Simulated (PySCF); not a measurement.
**H$_{8}$N$_{4}$Si, SMILES `N[Si](N)(N)N`: what the electrons do**

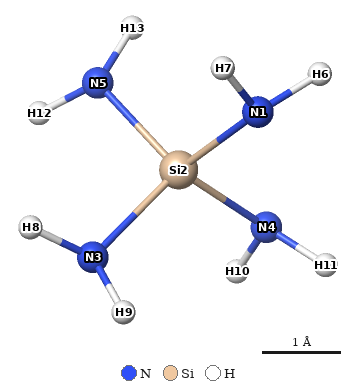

The molecule, with its atoms numbered as below. No frequency check shows the geometry to be a minimum.

Cartesian coordinates (Å):

```
N1      -1.0839    0.7598   -1.1218
Si2      0.0002    0.0000    0.0001
N3       1.0838   -1.1225   -0.7592
N4      -1.0839   -0.7598    1.1217
N5       1.0838    1.1225    0.7591
H6      -1.8701    1.2482   -0.7252
H7      -0.6624    1.3383   -1.8304
H8       1.8702   -0.7272   -1.2484
H9       0.6613   -1.8314   -1.3368
H10     -0.6624   -1.3383    1.8303
H11     -1.8701   -1.2482    0.7251
H12      1.8702    0.7272    1.2483
H13      0.6613    1.8313    1.3366
```

### 1. Bonding charge

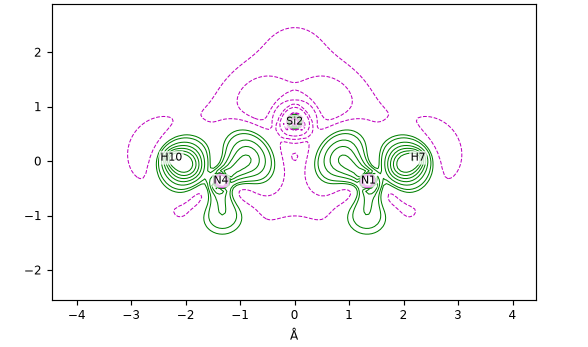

Deformation density (molecule less spherical, spin-averaged free atoms) in the plane of N1, Si2, N4, H7 and H10; contours at ±0.05 to ±0.8 e/Å³; solid green lines: gain, dashed magenta lines: loss.

Method: B3LYP/def2-SVPD; geometry: GFN2-xTB; program: PySCF.

Q: How much density has each bond in this plane gained at its critical point, relative to the free atoms?

A: N1–H7 and N4–H10: +0.79 e/Å³ at the bond critical point (bond length 1.01 Å). Si2–N4 and N1–Si2: +0.10 e/Å³ at the bond critical point (bond length 1.74 Å); up to 0.6 Å beside the axis the gain reaches +0.43 e/Å³. In all, 2.7 electrons gather in the regions of gain relative to the promolecule. A small or negative value marks a very polar bond, one between electron-rich atoms, whose free-atom densities already overlap strongly, a long bond to a heavier atom, or a closed-shell contact such as a hydrogen bond.

Q: Where do the Hirshfeld charges lie?

A: The highest Hirshfeld charge is on Si2 (+0.46 e), the lowest on N1, N3, N4 and N5 (−0.31 e).

```tsv
atom	charge (e)
N1	−0.31
Si2	+0.46
N3	−0.31
N4	−0.31
N5	−0.31
H6	+0.10
H7	+0.10
H8	+0.10
H9	+0.10
H10	+0.10
H11	+0.10
H12	+0.10
H13	+0.10
```

### 2. Bond critical points

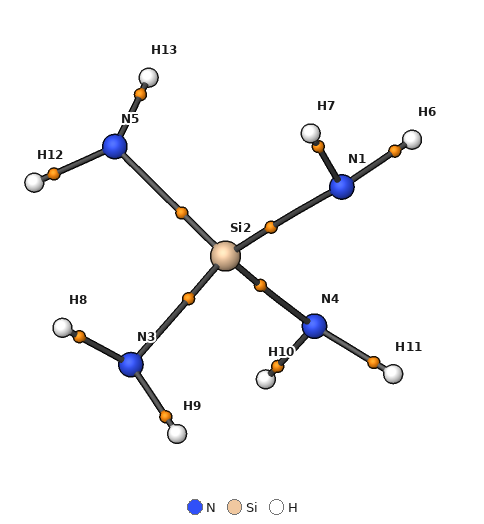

Molecular graph of the electron density (QTAIM): bond paths, bond critical points (orange), ring points (yellow, if any); weak paths are dashed.

Q: How many critical points of each kind are there, and does the count close?

A: 13 nuclei, 12 bond, 0 ring and 0 cage critical points: 13 − 12 + 0 − 0 = 1, as the Poincaré–Hopf relation requires.

Q: What does the calculation give at each kind of bond critical point?

A:
| bond | length (Å) | ρ (a.u.) | ∇²ρ (a.u.) | ε | H (a.u.) |
| --- | --- | --- | --- | --- | --- |
| N1–H7 (4 alike) | 1.007 | 0.337 | −1.53 | 0.04 | −0.440 |
| N1–H6 (4 alike) | 1.007 | 0.336 | −1.53 | 0.04 | −0.439 |
| Si2–N5 (4 alike) | 1.735 | 0.123 | +0.70 | 0.11 | −0.042 |

Q: What kind of interaction is N1–H7?

A: Shared-shell (covalent): ρ = 0.337, ∇²ρ = −1.53, H = −0.440 a.u.

### 3. Local ionisation energy

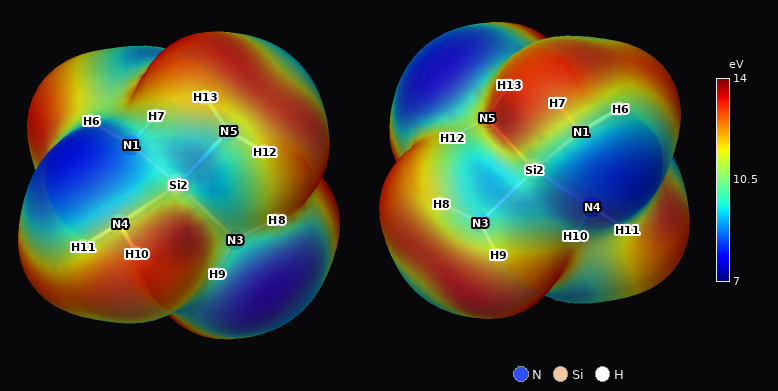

Average local ionisation energy on the surface of electron density 0.001 a.u. (back view left, front view right).

Q: Where are the most loosely bound electrons on this surface?

A: The lowest value is 7.9 eV, 2.0 Å from N1, and at like points elsewhere. Further minima include 9.0 eV, near H11 (1.87 Å), H10 (1.99 Å) and N4 (2.08 Å). For comparison, the highest occupied orbital lies at −6.6 eV.

Q: What volume does the surface enclose, and what is the dipole moment?

A: About 126 Å³; the dipole moment is 0.0 D.

### 4. In an electric field

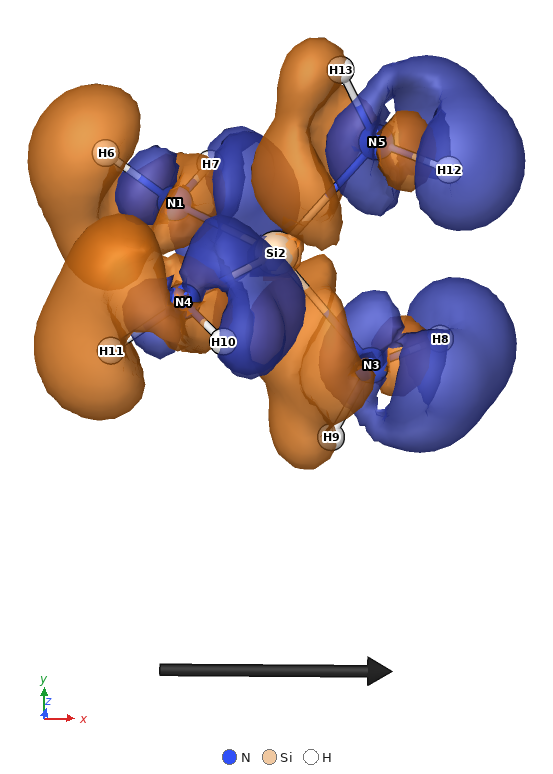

Change of the electron density in a uniform field of 0.21 V/Å along +x (arrow), surfaces at ±0.0015 e/Å³ (orange: gain, blue: loss).

Level of theory: B3LYP/def2-SVPD (PySCF), at a geometry from GFN2-xTB.

Q: What dipole is induced, and what polarisability does it imply?

A: The induced dipole is 0.61 D (along the field); α along this axis, from the fields in both directions, is 60 bohr³ (8.9 Å³).

Q: Which atoms gain and lose the most charge?

A: Electrons gather most on H6 and H11 alike (Hirshfeld charge changes by −0.008 e) and leave H8 and H12 alike most (+0.008 e); 0.058 electrons are displaced in all.

### 5. Removing or adding an electron

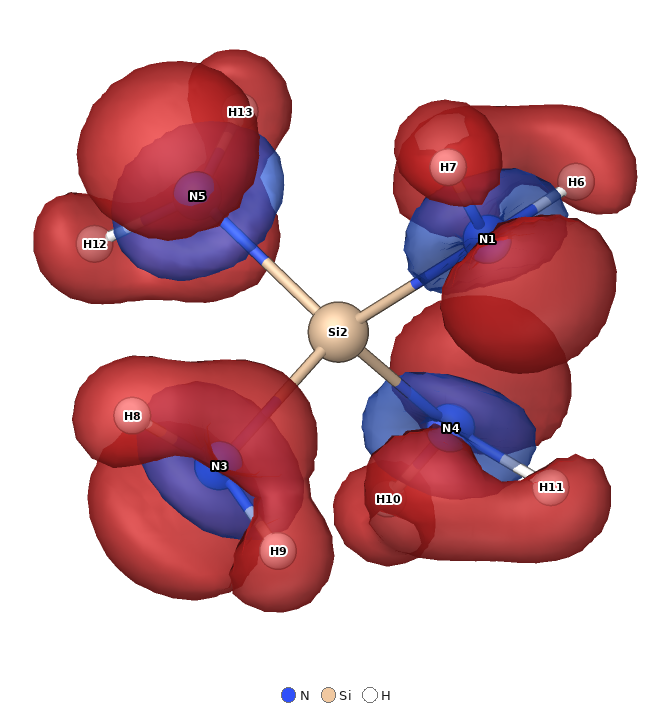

Fukui function f⁻ = ρ(N) − ρ(N−1) at fixed geometry, surfaces at ±0.02 e/Å³ (red positive, blue negative).

Q: On which atoms does the density change most on removal of an electron?

A: f⁻ (Hirshfeld-condensed) is largest on N1, N3, N4 and N5 (0.12 each) and Si2 (0.08); the vertical ionisation energy is 8.76 eV (the stability of the cation's solution wasn't checked). Condensed values hint at sites of electrophilic attack but needn't mark the atom that reacts. Shares this close don't rank the sites. Orbital relaxation makes it negative in places (0.16 e in all).

The PySCF runs shown took 11 s, 26 s and 31 s on 1 thread of Intel(R) Xeon(R) 6975P-C (Granite Rapids), with other jobs on the host.
